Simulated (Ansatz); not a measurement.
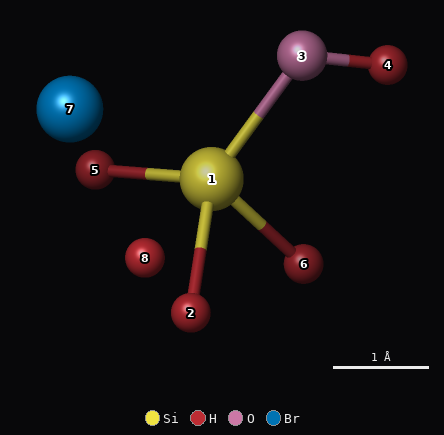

*The structure as given in the input (ball-and-stick view, seen at a tilt; atoms are numbered from 1 in the order of the input).*

Bond lengths as drawn: H–O 0.96 Å, H–Si 1.47 to 1.71 Å and O–Si 1.65 Å.

# Molecular dynamics, with input and output: SiH5BrO (part 1 of 5)

System: SiH5BrO.
Method: RKS r2SCANh-D4/def2-SVP (Ansatz 0.2.0).

It belongs to a series of runs on one base structure; here: dynamics from the highest image of the converged band. Figures and captions count atoms from 1; the log counts them from 0 in places.

**Log**
```
Engine: ansatz 0.2.0, aarch64-unknown-linux-gnu
Functional definition: r2SCANh
  parameter a = 0.1
  parameter k0 = 0.174
  parameter k1 = 0.065
  parameter a1 = 4.9479
  exchange = (1 - a)*r2scan_x(k0 = k0, k1 = k1, a1 = a1) + a*exact_x
  correlation = r2scan_c
914 factors; integrals over basis functions are off by at most 3.7e-4 eV
mean field evaluation 1: about -80033.3153 eV, gradient 4.6e1 eV
mean field evaluation 2: about -80021.8233 eV, gradient 8.8e1 eV
mean field evaluation 4: about -80036.9518 eV, gradient 1.9e0 eV
mean field evaluation 8: about -80036.9578 eV, gradient 3.0e-2 eV
mean field -80036.95779172 eV, -2941.3039478472 hartree, gradient 1.3e-5 eV, S^2 0.000000; 0 other end points of the search recorded, 0 dependent functions left out
the calculation of the forces begins
reference -80036.95779937 eV, -2941.3039481283 hartree; 31, 31 occupied and 58, 58 virtual orbitals, 914 factors
md step     0: t =     0.00 fs  T =   100.0 K  F+E_penalty+E_count = -80036.99554062 eV  E_kin = 0.077556 eV  conserved = -80036.91798462 eV  (25 SCF iters)
these checks for a lower state are left out or cut short: starts, cluster_reference, orbital_swaps, neighbouring_geometries, increment
914 factors; integrals over basis functions are off by at most 3.7e-4 eV
mean field evaluation 16: about -80036.9562 eV, gradient 5.7e-1 eV
mean field -80036.95619158 eV, -2941.3038890432 hartree, gradient 2.0e-5 eV, S^2 0.000000; 0 other end points of the search recorded, 0 dependent functions left out
the calculation of the forces begins
reference -80036.95619924 eV, -2941.3038893245 hartree; 31, 31 occupied and 58, 58 virtual orbitals, 914 factors
md step     1: t =     0.50 fs  T =    97.9 K  F+E_penalty+E_count = -80036.99390799 eV  E_kin = 0.075944 eV  conserved = -80036.91796395 eV  (25 SCF iters)
[... from here on the SCF iterations and repeated set-up lines of each step are left out, up to the last step ...]
md step     2: t =     1.00 fs  T =    92.2 K  F+E_penalty+E_count = -80036.98939309 eV  E_kin = 0.071497 eV  conserved = -80036.91789649 eV  (25 SCF iters)
md step     3: t =     1.50 fs  T =    84.2 K  F+E_penalty+E_count = -80036.98308067 eV  E_kin = 0.065275 eV  conserved = -80036.91780556 eV  (26 SCF iters)
md step     4: t =     2.00 fs  T =    75.7 K  F+E_penalty+E_count = -80036.97641801 eV  E_kin = 0.058698 eV  conserved = -80036.91772024 eV  (22 SCF iters)
md step     5: t =     2.50 fs  T =    68.4 K  F+E_penalty+E_count = -80036.97075133 eV  E_kin = 0.053084 eV  conserved = -80036.91766713 eV  (22 SCF iters)
md step     6: t =     3.00 fs  T =    63.5 K  F+E_penalty+E_count = -80036.96691719 eV  E_kin = 0.049257 eV  conserved = -80036.91766047 eV  (22 SCF iters)
md step     7: t =     3.50 fs  T =    61.0 K  F+E_penalty+E_count = -80036.96502450 eV  E_kin = 0.047328 eV  conserved = -80036.91769696 eV  (22 SCF iters)
md step     8: t =     4.00 fs  T =    60.3 K  F+E_penalty+E_count = -80036.96451137 eV  E_kin = 0.046755 eV  conserved = -80036.91775606 eV  (22 SCF iters)
md step     9: t =     4.50 fs  T =    60.2 K  F+E_penalty+E_count = -80036.96446998 eV  E_kin = 0.046662 eV  conserved = -80036.91780761 eV  (22 SCF iters)
md step    10: t =     5.00 fs  T =    59.7 K  F+E_penalty+E_count = -80036.96410636 eV  E_kin = 0.046279 eV  conserved = -80036.91782771 eV  (22 SCF iters)
md step    11: t =     5.50 fs  T =    58.4 K  F+E_penalty+E_count = -80036.96310010 eV  E_kin = 0.045288 eV  conserved = -80036.91781227 eV  (22 SCF iters)
md step    12: t =     6.00 fs  T =    56.6 K  F+E_penalty+E_count = -80036.96166085 eV  E_kin = 0.043881 eV  conserved = -80036.91777951 eV  (22 SCF iters)
md step    13: t =     6.50 fs  T =    54.8 K  F+E_penalty+E_count = -80036.96025262 eV  E_kin = 0.042496 eV  conserved = -80036.91775683 eV  (22 SCF iters)
md step    14: t =     7.00 fs  T =    53.4 K  F+E_penalty+E_count = -80036.95918479 eV  E_kin = 0.041424 eV  conserved = -80036.91776080 eV  (23 SCF iters)
md step    15: t =     7.50 fs  T =    52.3 K  F+E_penalty+E_count = -80036.95836714 eV  E_kin = 0.040582 eV  conserved = -80036.91778556 eV  (22 SCF iters)
md step    16: t =     8.00 fs  T =    51.0 K  F+E_penalty+E_count = -80036.95739968 eV  E_kin = 0.039591 eV  conserved = -80036.91780865 eV  (22 SCF iters)
md step    17: t =     8.50 fs  T =    49.1 K  F+E_penalty+E_count = -80036.95591215 eV  E_kin = 0.038104 eV  conserved = -80036.91780814 eV  (22 SCF iters)
md step    18: t =     9.00 fs  T =    46.6 K  F+E_penalty+E_count = -80036.95389962 eV  E_kin = 0.036122 eV  conserved = -80036.91777762 eV  (23 SCF iters)
md step    19: t =     9.50 fs  T =    44.0 K  F+E_penalty+E_count = -80036.95183106 eV  E_kin = 0.034104 eV  conserved = -80036.91772664 eV  (22 SCF iters)
md step    20: t =    10.00 fs  T =    42.3 K  F+E_penalty+E_count = -80036.95049002 eV  E_kin = 0.032813 eV  conserved = -80036.91767746 eV  (22 SCF iters)
md step    21: t =    10.50 fs  T =    42.5 K  F+E_penalty+E_count = -80036.95063858 eV  E_kin = 0.032987 eV  conserved = -80036.91765142 eV  (22 SCF iters)
md step    22: t =    11.00 fs  T =    45.2 K  F+E_penalty+E_count = -80036.95267973 eV  E_kin = 0.035018 eV  conserved = -80036.91766164 eV  (25 SCF iters)
md step    23: t =    11.50 fs  T =    50.0 K  F+E_penalty+E_count = -80036.95645094 eV  E_kin = 0.038743 eV  conserved = -80036.91770791 eV  (24 SCF iters)
md step    24: t =    12.00 fs  T =    56.0 K  F+E_penalty+E_count = -80036.96122740 eV  E_kin = 0.043451 eV  conserved = -80036.91777632 eV  (23 SCF iters)
md step    25: t =    12.50 fs  T =    62.0 K  F+E_penalty+E_count = -80036.96594133 eV  E_kin = 0.048098 eV  conserved = -80036.91784346 eV  (22 SCF iters)
md step    26: t =    13.00 fs  T =    66.6 K  F+E_penalty+E_count = -80036.96955180 eV  E_kin = 0.051667 eV  conserved = -80036.91788431 eV  (22 SCF iters)
md step    27: t =    13.50 fs  T =    69.0 K  F+E_penalty+E_count = -80036.97143364 eV  E_kin = 0.053550 eV  conserved = -80036.91788345 eV  (25 SCF iters)
md step    28: t =    14.00 fs  T =    69.3 K  F+E_penalty+E_count = -80036.97161219 eV  E_kin = 0.053768 eV  conserved = -80036.91784380 eV  (22 SCF iters)
md step    29: t =    14.50 fs  T =    68.2 K  F+E_penalty+E_count = -80036.97070938 eV  E_kin = 0.052922 eV  conserved = -80036.91778735 eV  (22 SCF iters)
md step    30: t =    15.00 fs  T =    66.9 K  F+E_penalty+E_count = -80036.96960189 eV  E_kin = 0.051858 eV  conserved = -80036.91774356 eV  (22 SCF iters)
md step    31: t =    15.50 fs  T =    66.1 K  F+E_penalty+E_count = -80036.96897496 eV  E_kin = 0.051245 eV  conserved = -80036.91772984 eV  (22 SCF iters)
md step    32: t =    16.00 fs  T =    66.2 K  F+E_penalty+E_count = -80036.96905034 eV  E_kin = 0.051307 eV  conserved = -80036.91774304 eV  (22 SCF iters)
md step    33: t =    16.50 fs  T =    66.9 K  F+E_penalty+E_count = -80036.96964309 eV  E_kin = 0.051882 eV  conserved = -80036.91776136 eV  (22 SCF iters)
md step    34: t =    17.00 fs  T =    68.0 K  F+E_penalty+E_count = -80036.97048391 eV  E_kin = 0.052721 eV  conserved = -80036.91776308 eV  (22 SCF iters)
md step    35: t =    17.50 fs  T =    69.4 K  F+E_penalty+E_count = -80036.97155195 eV  E_kin = 0.053812 eV  conserved = -80036.91774008 eV  (22 SCF iters)
md step    36: t =    18.00 fs  T =    71.6 K  F+E_penalty+E_count = -80036.97320151 eV  E_kin = 0.055500 eV  conserved = -80036.91770193 eV  (25 SCF iters)
md step    37: t =    18.50 fs  T =    75.2 K  F+E_penalty+E_count = -80036.97602273 eV  E_kin = 0.058355 eV  conserved = -80036.91766799 eV  (25 SCF iters)
md step    38: t =    19.00 fs  T =    81.1 K  F+E_penalty+E_count = -80036.98054193 eV  E_kin = 0.062885 eV  conserved = -80036.91765714 eV  (24 SCF iters)
md step    39: t =    19.50 fs  T =    89.3 K  F+E_penalty+E_count = -80036.98692376 eV  E_kin = 0.069244 eV  conserved = -80036.91767943 eV  (24 SCF iters)
md step    40: t =    20.00 fs  T =    99.4 K  F+E_penalty+E_count = -80036.99481071 eV  E_kin = 0.077078 eV  conserved = -80036.91773254 eV  (24 SCF iters)
md step    41: t =    20.50 fs  T =   110.3 K  F+E_penalty+E_count = -80037.00336389 eV  E_kin = 0.085564 eV  conserved = -80036.91780016 eV  (24 SCF iters)
md step    42: t =    21.00 fs  T =   120.8 K  F+E_penalty+E_count = -80037.01151015 eV  E_kin = 0.093651 eV  conserved = -80036.91785893 eV  (25 SCF iters)
md step    43: t =    21.50 fs  T =   129.5 K  F+E_penalty+E_count = -80037.01831903 eV  E_kin = 0.100435 eV  conserved = -80036.91788446 eV  (25 SCF iters)
md step    44: t =    22.00 fs  T =   136.1 K  F+E_penalty+E_count = -80037.02338641 eV  E_kin = 0.105524 eV  conserved = -80036.91786265 eV  (25 SCF iters)
md step    45: t =    22.50 fs  T =   140.9 K  F+E_penalty+E_count = -80037.02705119 eV  E_kin = 0.109252 eV  conserved = -80036.91779912 eV  (23 SCF iters)
md step    46: t =    23.00 fs  T =   145.2 K  F+E_penalty+E_count = -80037.03030394 eV  E_kin = 0.112583 eV  conserved = -80036.91772054 eV  (23 SCF iters)
md step    47: t =    23.50 fs  T =   150.5 K  F+E_penalty+E_count = -80037.03437926 eV  E_kin = 0.116717 eV  conserved = -80036.91766200 eV  (23 SCF iters)
md step    48: t =    24.00 fs  T =   158.0 K  F+E_penalty+E_count = -80037.04022347 eV  E_kin = 0.122576 eV  conserved = -80036.91764700 eV  (23 SCF iters)
md step    49: t =    24.50 fs  T =   168.2 K  F+E_penalty+E_count = -80037.04814009 eV  E_kin = 0.130467 eV  conserved = -80036.91767355 eV  (23 SCF iters)
md step    50: t =    25.00 fs  T =   180.6 K  F+E_penalty+E_count = -80037.05781920 eV  E_kin = 0.140101 eV  conserved = -80036.91771849 eV  (23 SCF iters)
md step    51: t =    25.50 fs  T =   194.6 K  F+E_penalty+E_count = -80037.06869449 eV  E_kin = 0.150940 eV  conserved = -80036.91775433 eV  (23 SCF iters)
md step    52: t =    26.00 fs  T =   209.7 K  F+E_penalty+E_count = -80037.08036569 eV  E_kin = 0.162598 eV  conserved = -80036.91776732 eV  (23 SCF iters)
md step    53: t =    26.50 fs  T =   225.7 K  F+E_penalty+E_count = -80037.09281791 eV  E_kin = 0.175055 eV  conserved = -80036.91776257 eV  (23 SCF iters)
md step    54: t =    27.00 fs  T =   243.2 K  F+E_penalty+E_count = -80037.10634619 eV  E_kin = 0.188587 eV  conserved = -80036.91775889 eV  (23 SCF iters)
md step    55: t =    27.50 fs  T =   262.4 K  F+E_penalty+E_count = -80037.12127318 eV  E_kin = 0.203498 eV  conserved = -80036.91777513 eV  (23 SCF iters)
md step    56: t =    28.00 fs  T =   283.4 K  F+E_penalty+E_count = -80037.13764857 eV  E_kin = 0.219828 eV  conserved = -80036.91782063 eV  (24 SCF iters)
md step    57: t =    28.50 fs  T =   305.8 K  F+E_penalty+E_count = -80037.15509071 eV  E_kin = 0.237201 eV  conserved = -80036.91789001 eV  (24 SCF iters)
md step    58: t =    29.00 fs  T =   328.7 K  F+E_penalty+E_count = -80037.17285549 eV  E_kin = 0.254892 eV  conserved = -80036.91796384 eV  (25 SCF iters)
md step    59: t =    29.50 fs  T =   350.9 K  F+E_penalty+E_count = -80037.19012156 eV  E_kin = 0.272106 eV  conserved = -80036.91801600 eV  (24 SCF iters)
md step    60: t =    30.00 fs  T =   371.8 K  F+E_penalty+E_count = -80037.20638519 eV  E_kin = 0.288362 eV  conserved = -80036.91802329 eV  (24 SCF iters)
md step    61: t =    30.50 fs  T =   391.7 K  F+E_penalty+E_count = -80037.22179684 eV  E_kin = 0.303815 eV  conserved = -80036.91798166 eV  (24 SCF iters)
md step    62: t =    31.00 fs  T =   411.7 K  F+E_penalty+E_count = -80037.23723344 eV  E_kin = 0.319326 eV  conserved = -80036.91790714 eV  (24 SCF iters)
md step    63: t =    31.50 fs  T =   433.5 K  F+E_penalty+E_count = -80037.25403134 eV  E_kin = 0.336196 eV  conserved = -80036.91783542 eV  (24 SCF iters)
md step    64: t =    32.00 fs  T =   458.6 K  F+E_penalty+E_count = -80037.27345841 eV  E_kin = 0.355661 eV  conserved = -80036.91779774 eV  (24 SCF iters)
md step    65: t =    32.50 fs  T =   487.9 K  F+E_penalty+E_count = -80037.29622316 eV  E_kin = 0.378417 eV  conserved = -80036.91780641 eV  (23 SCF iters)
md step    66: t =    33.00 fs  T =   521.5 K  F+E_penalty+E_count = -80037.32228578 eV  E_kin = 0.404438 eV  conserved = -80036.91784732 eV  (24 SCF iters)
md step    67: t =    33.50 fs  T =   558.5 K  F+E_penalty+E_count = -80037.35106598 eV  E_kin = 0.433172 eV  conserved = -80036.91789382 eV  (24 SCF iters)
md step    68: t =    34.00 fs  T =   598.2 K  F+E_penalty+E_count = -80037.38184648 eV  E_kin = 0.463918 eV  conserved = -80036.91792838 eV  (24 SCF iters)
md step    69: t =    34.50 fs  T =   639.7 K  F+E_penalty+E_count = -80037.41405439 eV  E_kin = 0.496101 eV  conserved = -80036.91795349 eV  (24 SCF iters, 3 dispersion substeps)
md step    70: t =    35.00 fs  T =   682.4 K  F+E_penalty+E_count = -80037.44725107 eV  E_kin = 0.529266 eV  conserved = -80036.91798508 eV  (23 SCF iters, 3 dispersion substeps)
md step    71: t =    35.50 fs  T =   725.8 K  F+E_penalty+E_count = -80037.48091417 eV  E_kin = 0.562878 eV  conserved = -80036.91803592 eV  (23 SCF iters, 3 dispersion substeps)
md step    72: t =    36.00 fs  T =   768.6 K  F+E_penalty+E_count = -80037.51423480 eV  E_kin = 0.596127 eV  conserved = -80036.91810763 eV  (23 SCF iters, 3 dispersion substeps)
md step    73: t =    36.50 fs  T =   809.6 K  F+E_penalty+E_count = -80037.54608155 eV  E_kin = 0.627893 eV  conserved = -80036.91818861 eV  (23 SCF iters, 3 dispersion substeps)
md step    74: t =    37.00 fs  T =   847.0 K  F+E_penalty+E_count = -80037.57516224 eV  E_kin = 0.656903 eV  conserved = -80036.91825972 eV  (23 SCF iters, 3 dispersion substeps)
md step    75: t =    37.50 fs  T =   879.4 K  F+E_penalty+E_count = -80037.60031243 eV  E_kin = 0.682012 eV  conserved = -80036.91830091 eV  (23 SCF iters, 3 dispersion substeps)
md step    76: t =    38.00 fs  T =   905.8 K  F+E_penalty+E_count = -80037.62081330 eV  E_kin = 0.702516 eV  conserved = -80036.91829703 eV  (23 SCF iters, 3 dispersion substeps)
md step    77: t =    38.50 fs  T =   926.3 K  F+E_penalty+E_count = -80037.63665484 eV  E_kin = 0.718417 eV  conserved = -80036.91823809 eV  (23 SCF iters, 3 dispersion substeps)
md step    78: t =    39.00 fs  T =   942.0 K  F+E_penalty+E_count = -80037.64868407 eV  E_kin = 0.730554 eV  conserved = -80036.91812979 eV  (24 SCF iters, 3 dispersion substeps)
md step    79: t =    39.50 fs  T =   954.8 K  F+E_penalty+E_count = -80037.65852336 eV  E_kin = 0.740527 eV  conserved = -80036.91799645 eV  (24 SCF iters, 3 dispersion substeps)
md step    80: t =    40.00 fs  T =   967.5 K  F+E_penalty+E_count = -80037.66819705 eV  E_kin = 0.750319 eV  conserved = -80036.91787758 eV  (24 SCF iters, 3 dispersion substeps)
md step    81: t =    40.50 fs  T =   982.1 K  F+E_penalty+E_count = -80037.67952302 eV  E_kin = 0.761711 eV  conserved = -80036.91781225 eV  (24 SCF iters, 3 dispersion substeps)
md step    82: t =    41.00 fs  T =  1000.2 K  F+E_penalty+E_count = -80037.69351305 eV  E_kin = 0.775694 eV  conserved = -80036.91781904 eV  (24 SCF iters, 3 dispersion substeps)
md step    83: t =    41.50 fs  T =  1021.5 K  F+E_penalty+E_count = -80037.71009460 eV  E_kin = 0.792213 eV  conserved = -80036.91788146 eV  (24 SCF iters, 3 dispersion substeps)
md step    84: t =    42.00 fs  T =  1044.9 K  F+E_penalty+E_count = -80037.72836636 eV  E_kin = 0.810413 eV  conserved = -80036.91795318 eV  (25 SCF iters, 3 dispersion substeps)
md step    85: t =    42.50 fs  T =  1069.3 K  F+E_penalty+E_count = -80037.74727776 eV  E_kin = 0.829290 eV  conserved = -80036.91798768 eV  (24 SCF iters, 3 dispersion substeps)
md step    86: t =    43.00 fs  T =  1093.9 K  F+E_penalty+E_count = -80037.76637229 eV  E_kin = 0.848424 eV  conserved = -80036.91794854 eV  (23 SCF iters, 3 dispersion substeps)
md step    87: t =    43.50 fs  T =  1119.7 K  F+E_penalty+E_count = -80037.78623737 eV  E_kin = 0.868379 eV  conserved = -80036.91785885 eV  (24 SCF iters, 3 dispersion substeps)
md step    88: t =    44.00 fs  T =  1148.2 K  F+E_penalty+E_count = -80037.80824250 eV  E_kin = 0.890481 eV  conserved = -80036.91776196 eV  (24 SCF iters, 3 dispersion substeps)
md step    89: t =    44.50 fs  T =  1181.1 K  F+E_penalty+E_count = -80037.83378564 eV  E_kin = 0.916049 eV  conserved = -80036.91773618 eV  (24 SCF iters, 3 dispersion substeps)
md step    90: t =    45.00 fs  T =  1219.0 K  F+E_penalty+E_count = -80037.86320282 eV  E_kin = 0.945372 eV  conserved = -80036.91783043 eV  (24 SCF iters, 3 dispersion substeps)
md step    91: t =    45.50 fs  T =  1259.7 K  F+E_penalty+E_count = -80037.89500670 eV  E_kin = 0.976954 eV  conserved = -80036.91805224 eV  (24 SCF iters, 3 dispersion substeps)
md step    92: t =    46.00 fs  T =  1299.1 K  F+E_penalty+E_count = -80037.92584685 eV  E_kin = 1.007505 eV  conserved = -80036.91834185 eV  (23 SCF iters, 3 dispersion substeps)
md step    93: t =    46.50 fs  T =  1331.6 K  F+E_penalty+E_count = -80037.95138010 eV  E_kin = 1.032774 eV  conserved = -80036.91860626 eV  (23 SCF iters, 3 dispersion substeps)
md step    94: t =    47.00 fs  T =  1352.6 K  F+E_penalty+E_count = -80037.96773917 eV  E_kin = 1.049001 eV  conserved = -80036.91873770 eV  (24 SCF iters, 3 dispersion substeps)
md step    95: t =    47.50 fs  T =  1359.6 K  F+E_penalty+E_count = -80037.97310939 eV  E_kin = 1.054432 eV  conserved = -80036.91867787 eV  (23 SCF iters, 3 dispersion substeps)
md step    96: t =    48.00 fs  T =  1354.2 K  F+E_penalty+E_count = -80037.96865426 eV  E_kin = 1.050228 eV  conserved = -80036.91842603 eV  (23 SCF iters, 3 dispersion substeps)
md step    97: t =    48.50 fs  T =  1341.4 K  F+E_penalty+E_count = -80037.95843591 eV  E_kin = 1.040374 eV  conserved = -80036.91806160 eV  (23 SCF iters, 3 dispersion substeps)
md step    98: t =    49.00 fs  T =  1328.7 K  F+E_penalty+E_count = -80037.94820836 eV  E_kin = 1.030500 eV  conserved = -80036.91770816 eV  (23 SCF iters, 3 dispersion substeps)
md step    99: t =    49.50 fs  T =  1323.0 K  F+E_penalty+E_count = -80037.94354231 eV  E_kin = 1.026063 eV  conserved = -80036.91747890 eV  (23 SCF iters, 3 dispersion substeps)
md step   100: t =    50.00 fs  T =  1328.9 K  F+E_penalty+E_count = -80037.94808646 eV  E_kin = 1.030652 eV  conserved = -80036.91743449 eV  (23 SCF iters, 3 dispersion substeps)
md step   101: t =    50.50 fs  T =  1347.5 K  F+E_penalty+E_count = -80037.96264604 eV  E_kin = 1.045087 eV  conserved = -80036.91755917 eV  (24 SCF iters, 3 dispersion substeps)
md step   102: t =    51.00 fs  T =  1376.6 K  F+E_penalty+E_count = -80037.98538726 eV  E_kin = 1.067603 eV  conserved = -80036.91778383 eV  (23 SCF iters, 3 dispersion substeps)
md step   103: t =    51.50 fs  T =  1411.7 K  F+E_penalty+E_count = -80038.01286646 eV  E_kin = 1.094841 eV  conserved = -80036.91802500 eV  (24 SCF iters, 3 dispersion substeps)
md step   104: t =    52.00 fs  T =  1448.0 K  F+E_penalty+E_count = -80038.04127346 eV  E_kin = 1.123049 eV  conserved = -80036.91822430 eV  (23 SCF iters, 3 dispersion substeps)
md step   105: t =    52.50 fs  T =  1481.5 K  F+E_penalty+E_count = -80038.06734073 eV  E_kin = 1.148982 eV  conserved = -80036.91835896 eV  (23 SCF iters, 3 dispersion substeps)
md step   106: t =    53.00 fs  T =  1509.0 K  F+E_penalty+E_count = -80038.08871753 eV  E_kin = 1.170282 eV  conserved = -80036.91843593 eV  (23 SCF iters, 3 dispersion substeps)
md step   107: t =    53.50 fs  T =  1528.5 K  F+E_penalty+E_count = -80038.10390209 eV  E_kin = 1.185428 eV  conserved = -80036.91847440 eV  (23 SCF iters, 3 dispersion substeps)
md step   108: t =    54.00 fs  T =  1538.9 K  F+E_penalty+E_count = -80038.11199538 eV  E_kin = 1.193511 eV  conserved = -80036.91848411 eV  (23 SCF iters, 3 dispersion substeps)
md step   109: t =    54.50 fs  T =  1539.7 K  F+E_penalty+E_count = -80038.11257499 eV  E_kin = 1.194118 eV  conserved = -80036.91845655 eV  (23 SCF iters, 3 dispersion substeps)
md step   110: t =    55.00 fs  T =  1531.1 K  F+E_penalty+E_count = -80038.10583630 eV  E_kin = 1.187466 eV  conserved = -80036.91837013 eV  (23 SCF iters, 3 dispersion substeps)
md step   111: t =    55.50 fs  T =  1514.7 K  F+E_penalty+E_count = -80038.09293392 eV  E_kin = 1.174731 eV  conserved = -80036.91820304 eV  (23 SCF iters, 3 dispersion substeps)
md step   112: t =    56.00 fs  T =  1493.6 K  F+E_penalty+E_count = -80038.07629821 eV  E_kin = 1.158342 eV  conserved = -80036.91795666 eV  (33 SCF iters, 3 dispersion substeps)
md step   113: t =    56.50 fs  T =  1472.4 K  F+E_penalty+E_count = -80038.05958966 eV  E_kin = 1.141917 eV  conserved = -80036.91767287 eV  (34 SCF iters, 3 dispersion substeps)
md step   114: t =    57.00 fs  T =  1456.5 K  F+E_penalty+E_count = -80038.04704414 eV  E_kin = 1.129613 eV  conserved = -80036.91743071 eV  (34 SCF iters, 3 dispersion substeps)
md step   115: t =    57.50 fs  T =  1450.5 K  F+E_penalty+E_count = -80038.04227227 eV  E_kin = 1.124957 eV  conserved = -80036.91731575 eV  (34 SCF iters, 3 dispersion substeps)
```
